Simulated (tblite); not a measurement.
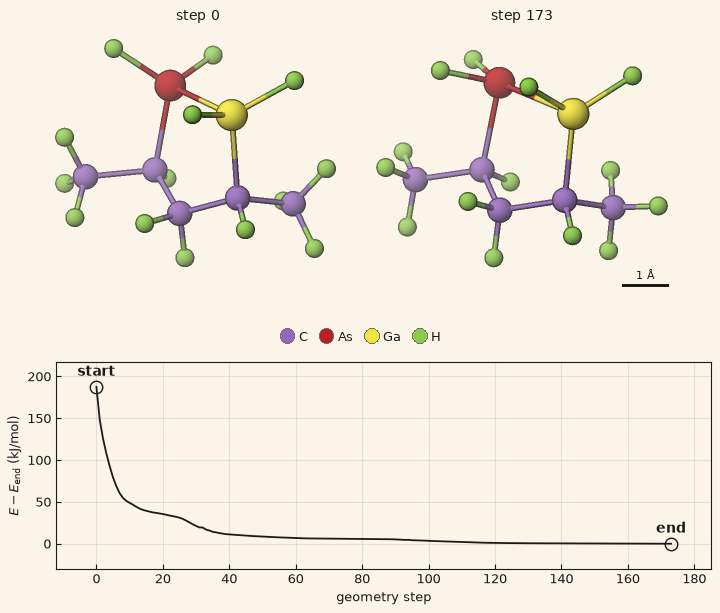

First and last geometry of a relaxation of C5H14AsGa, with the history of the run. A ball-and-stick model, seen at a tilt.

These are results of GFN2-xTB geometry optimisation, gas phase in tblite, not measurements. 

Read the history and describe the run.

Answer. It converged. Over 173 geometry steps the energy falls by 187.6 kJ/mol. The largest move after the best rigid fit is that of an H atom, 1.42 Å. Largest moves by element: H 1.42 Å, Ga 0.41 Å, C 0.38 Å, As 0.14 Å. Near-neighbour distances that change, for instance: As–Ga 2.478 → 2.712 Å, C–C 1.452 → 1.538 Å, As–C 1.944 → 1.994 Å, C–C 1.481 → 1.530 Å. Among the angles between lasting bonds that change: Ga–As–H 108.0° → 165.3°, H–As–H 115.5° → 90.2°, C–As–H 115.3° → 95.7°. Groups turn about C–C by about 50°, C–C by about 45°, C–C by about 25°. Cost: 2.5 s on 1 thread of Arm Neoverse N1 (shared host).

```tsv
step	E − E(0), kJ/mol
0	0.00
1	-39.14
2	-62.01
3	-79.76
4	-94.88
5	-108.24
6	-118.79
7	-127.12
8	-132.79
9	-136.33
10	-138.69
19	-151.31
27	-159.83
36	-173.95
44	-177.63
53	-179.59
61	-180.89
70	-181.47
79	-181.70
87	-182.02
96	-183.48
104	-184.65
113	-185.83
122	-186.68
130	-187.01
139	-187.14
147	-187.21
156	-187.33
164	-187.52
173	-187.57
```
